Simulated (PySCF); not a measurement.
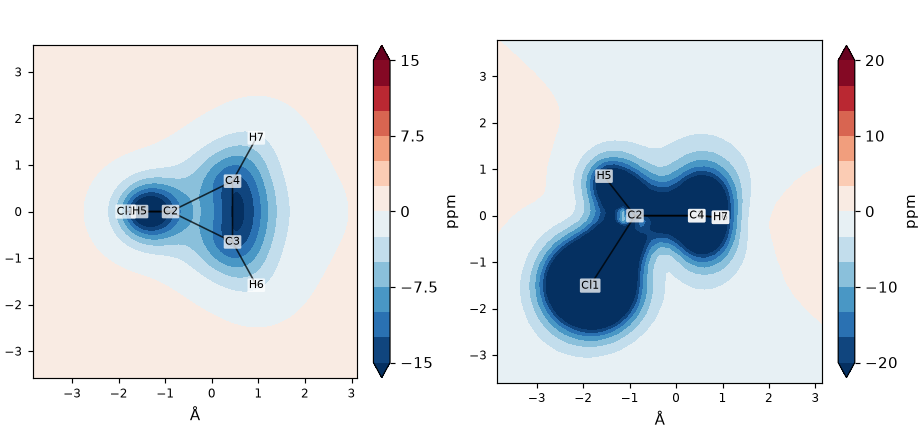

Figure 1: C3H3Cl, SMILES `ClC1C=C1`. Isotropic NICS 1.0 Å above the plane of the 3-membered ring C2/C3/C4 (left) and isotropic NICS in a plane perpendicular to the same ring (right); GIAO shieldings; atoms are projected onto the map; negative values mean shielding.

PySCF calculation, PBE0/def2-SVP, gas phase; geometry: GFN2-xTB. No frequency check shows the geometry to be a minimum. GFN2-xTB bond lengths at metals and heavier atoms can be off by up to 0.1 Å and shapes distorted, which carries into these values.

The calculation's input:

```python
import numpy as np
from pyscf import gto, scf, dft
from pyscf.prop import nmr
from pyscf.data import nist

def solve(mol, dm0=None, hcore=None):
    mf = (dft.UKS if mol.spin else dft.RKS)(mol, xc='pbe0')
    mf.grids.level = 3
    mf.conv_tol, mf.max_cycle = 1e-8, 80
    if hcore is not None:
        mf.get_hcore = lambda *args: hcore
    mf.kernel(dm0)
    if not mf.converged:
        mf = mf.newton().run(mf.mo_coeff, mf.mo_occ, max_cycle=30)
    assert mf.converged, 'SCF not converged'
    return mf

mol = gto.M(atom='''
Cl    -1.33266     0.00007    -0.13282
C      0.30742    -0.00048     0.58053
C      1.41240    -0.65243    -0.16126
C      1.41228     0.65273    -0.16078
H      0.22810    -0.00079     1.65842
H      1.81736    -1.58182    -0.47632
H      1.81708     1.58243    -0.47514
''', basis='def2-svp', charge=0, spin=0, verbose=4)
mf = solve(mol)
vxc = nmr.rks.get_vxc_giao  # smaller grid blocks
nmr.rks.get_vxc_giao = lambda *a, **k: vxc(*a, **{**k, 'max_memory': 300})
calc = nmr.RKS(mf)
calc.cphf = True
nuclei = calc.kernel()
mo1 = calc.mo10
# ring centres and points 1 angstrom above and below them
points = np.array([
    [1.0440, -0.0001, 0.0862],
    [1.6013, -0.0003, 0.9165],
    [0.4868, 0.0002, -0.7442],
]) / nist.BOHR
mol.atom_coord = lambda i, unit='Bohr': points[i]
idx = range(len(points))
sigma = (calc.dia(shielding_nuc=idx) + calc.para(mo10=mo1, shielding_nuc=idx)[0]) * nist.ALPHA**2 * 1e6
for p, t in zip(points, sigma):
    print('NICS at %8.4f %8.4f %8.4f  %8.2f ppm' % (*(p * nist.BOHR), -t.trace() / 3))
occ = mf.mo_coeff[:, mf.mo_occ > 0]
dm1 = np.array([mf.mo_coeff @ (2 * x) @ occ.T for x in mo1])
np.savez('result.npz', sigma=sigma, nuclei=nuclei, dm0=mf.make_rdm1(), dm1=dm1, e=mf.e_tot, eps=mf.mo_energy, occ=mf.mo_occ)
```

Run with:

```sh
OMP_NUM_THREADS=1 python input.py
```

The run took 7.6 s on 1 thread of Arm Neoverse V2, with other jobs on the host, peak memory 0.47 GiB.

The script gives the values at the ring points; maps and scans were evaluated afterwards from its response orbitals, outside that time.

Q: Is the ring aromatic by this magnetic criterion?

A: It is shielded above its centre; in a three-membered ring σ bonds weigh heavily, so the values alone don't measure π aromaticity: NICS(0) = −29.5, NICS(1) = −9.6 and −6.1, NICS(1)zz = −20.8 and −13.3 (two faces) ppm.

Q: What absolute proton shieldings does the same calculation give?

A: From 24.3 ppm (H6 and H7) to 27.9 ppm (H5).
